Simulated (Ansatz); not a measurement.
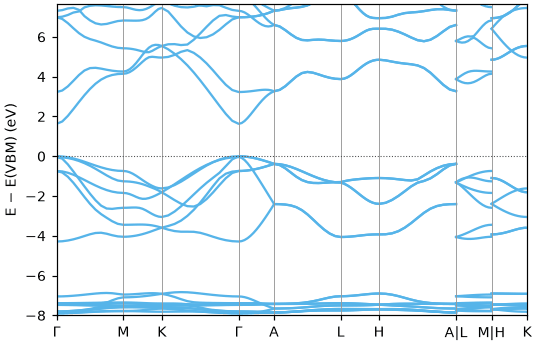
Figure. Band structure from DFT-r²SCAN in the program Ansatz with PAW potentials

### Question
Read off the gap and where the band edges lie.

### Answer
About 1.6 eV (1.63 eV by a search for the band edges); maximum at Γ, minimum at Γ.

The material is CdS (wurtzite, P6_3mc).

The r²SCAN relaxation kept the symmetry of its start. Spin–orbit coupling is left out wherever it is not named.

Potentials: the later of the program's two PAW sets.
